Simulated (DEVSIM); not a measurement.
Structure: In0.52Al0.48As/In0.53Ga0.47As p-n heterojunction, at 300 K.

| layer (left to right) | material | thickness (μm) | Nd (cm⁻³) | Na (cm⁻³) | τn (s) | τp (s) |
|---|---|---|---|---|---|---|
| 1 | In0.52Al0.48As | 1.50 | - | 1e18 | 4.8e-9 | 4.8e-9 |
| 2 | In0.53Ga0.47As | 0.380 | 1e17 | - | 4.8e-9 | 4.8e-9 |

Left contact: ohmic. Right contact: ohmic. Voltage is applied to the left contact. Recombination: SRH at mid-gap, Auger. Mobility is μmin + (μ − μmin)/(1 + (N/Nref)^α).

This is a model device: material constants are rounded textbook-type values typed into the input, and sizes, dopings and lifetimes were drawn at random. Values at 300 K.

| parameter | In0.52Al0.48As | In0.53Ga0.47As |
|---|---|---|
| gap (eV) | 1.45 | 0.74 |
| affinity (eV) | 4 | 4.51 |
| permittivity | 12.5 | 13.9 |
| Nc (cm⁻³) | 5.1e17 | 2.1e17 |
| Nv (cm⁻³) | 1.1e19 | 7.7e18 |
| μn (cm²/Vs) | 4000 | 12000 |
| μp (cm²/Vs) | 75 | 300 |
| μn,min | 800 | 300 |
| μp,min | 10 | 10 |
| Nref,n | 3e16 | 1.3e17 |
| Nref,p | 1e17 | 4.9e17 |
| αn | 1.1 | 0.48 |
| αp | 0.6 | 0.4 |
| Cn (cm⁶/s) | 1e-30 | 5e-29 |
| Cp (cm⁶/s) | 1e-30 | 5e-29 |

DEVSIM, 1D drift-diffusion, Boltzmann statistics, complete ionisation; no tunnelling, impact ionisation, image-force lowering or self-heating. Band offsets follow the typed affinities; no thermionic-emission limit at abrupt steps, no polarisation charge.

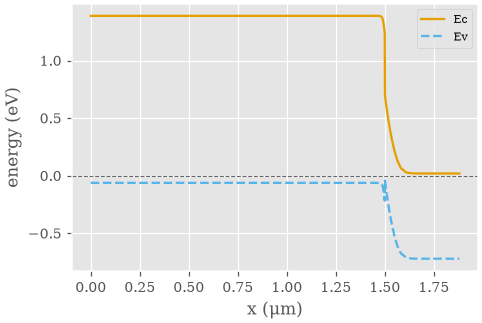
*Band edges at zero bias*

Energies count from the Fermi level of the right contact; mesh points crowd at the junctions.

```json
[
 {"x (μm)": "0.000", "Ec (eV)": "1.388", "Ev (eV)": "-0.062", "n (cm⁻³)": "< 1e2", "p (cm⁻³)": "1.0e18", "field (V/cm)": "≈ 0"},
 {"x (μm)": "0.005610", "Ec (eV)": "1.388", "Ev (eV)": "-0.062", "n (cm⁻³)": "< 1e2", "p (cm⁻³)": "1.0e18", "field (V/cm)": "≈ 0"},
 {"x (μm)": "0.01773", "Ec (eV)": "1.388", "Ev (eV)": "-0.062", "n (cm⁻³)": "< 1e2", "p (cm⁻³)": "1.0e18", "field (V/cm)": "≈ 0"},
 {"x (μm)": "0.04393", "Ec (eV)": "1.388", "Ev (eV)": "-0.062", "n (cm⁻³)": "< 1e2", "p (cm⁻³)": "1.0e18", "field (V/cm)": "≈ 0"},
 {"x (μm)": "0.1296", "Ec (eV)": "1.388", "Ev (eV)": "-0.062", "n (cm⁻³)": "< 1e2", "p (cm⁻³)": "1.0e18", "field (V/cm)": "≈ 0"},
 {"x (μm)": "0.2856", "Ec (eV)": "1.388", "Ev (eV)": "-0.062", "n (cm⁻³)": "< 1e2", "p (cm⁻³)": "1.0e18", "field (V/cm)": "≈ 0"},
 {"x (μm)": "0.6228", "Ec (eV)": "1.388", "Ev (eV)": "-0.062", "n (cm⁻³)": "< 1e2", "p (cm⁻³)": "1.0e18", "field (V/cm)": "≈ 0"},
 {"x (μm)": "1.169", "Ec (eV)": "1.388", "Ev (eV)": "-0.062", "n (cm⁻³)": "< 1e2", "p (cm⁻³)": "1.0e18", "field (V/cm)": "≈ 0"},
 {"x (μm)": "1.350", "Ec (eV)": "1.388", "Ev (eV)": "-0.062", "n (cm⁻³)": "< 1e2", "p (cm⁻³)": "1.0e18", "field (V/cm)": "≈ 0"},
 {"x (μm)": "1.433", "Ec (eV)": "1.388", "Ev (eV)": "-0.062", "n (cm⁻³)": "< 1e2", "p (cm⁻³)": "1.0e18", "field (V/cm)": "≈ 0"},
 {"x (μm)": "1.472", "Ec (eV)": "1.387", "Ev (eV)": "-0.063", "n (cm⁻³)": "< 1e2", "p (cm⁻³)": "9.8e17", "field (V/cm)": "-1400"},
 {"x (μm)": "1.493", "Ec (eV)": "1.329", "Ev (eV)": "-0.121", "n (cm⁻³)": "< 1e2", "p (cm⁻³)": "1.0e17", "field (V/cm)": "-100000"},
 {"x (μm)": "1.499", "Ec (eV)": "1.233", "Ev (eV)": "-0.217", "n (cm⁻³)": "< 1e2", "p (cm⁻³)": "2.5e15", "field (V/cm)": "-190000"},
 {"x (μm)": "1.504", "Ec (eV)": "0.649", "Ev (eV)": "-0.091", "n (cm⁻³)": "2600000", "p (cm⁻³)": "2.3e17", "field (V/cm)": "-130000"},
 {"x (μm)": "1.520", "Ec (eV)": "0.462", "Ev (eV)": "-0.278", "n (cm⁻³)": "3.7e9", "p (cm⁻³)": "1.6e14", "field (V/cm)": "-100000"},
 {"x (μm)": "1.549", "Ec (eV)": "0.218", "Ev (eV)": "-0.522", "n (cm⁻³)": "4.5e13", "p (cm⁻³)": "1.3e10", "field (V/cm)": "-67000"},
 {"x (μm)": "1.609", "Ec (eV)": "0.028", "Ev (eV)": "-0.712", "n (cm⁻³)": "7.2e16", "p (cm⁻³)": "8300000", "field (V/cm)": "-5800"},
 {"x (μm)": "1.725", "Ec (eV)": "0.019", "Ev (eV)": "-0.721", "n (cm⁻³)": "1.0e17", "p (cm⁻³)": "6000000", "field (V/cm)": "≈ 0"},
 {"x (μm)": "1.826", "Ec (eV)": "0.019", "Ev (eV)": "-0.721", "n (cm⁻³)": "1.0e17", "p (cm⁻³)": "6000000", "field (V/cm)": "≈ 0"},
 {"x (μm)": "1.857", "Ec (eV)": "0.019", "Ev (eV)": "-0.721", "n (cm⁻³)": "1.0e17", "p (cm⁻³)": "6000000", "field (V/cm)": "≈ 0"},
 {"x (μm)": "1.872", "Ec (eV)": "0.019", "Ev (eV)": "-0.721", "n (cm⁻³)": "1.0e17", "p (cm⁻³)": "6000000", "field (V/cm)": "≈ 0"},
 {"x (μm)": "1.880", "Ec (eV)": "0.019", "Ev (eV)": "-0.721", "n (cm⁻³)": "1.0e17", "p (cm⁻³)": "6000000", "field (V/cm)": "≈ 0"}
]
```
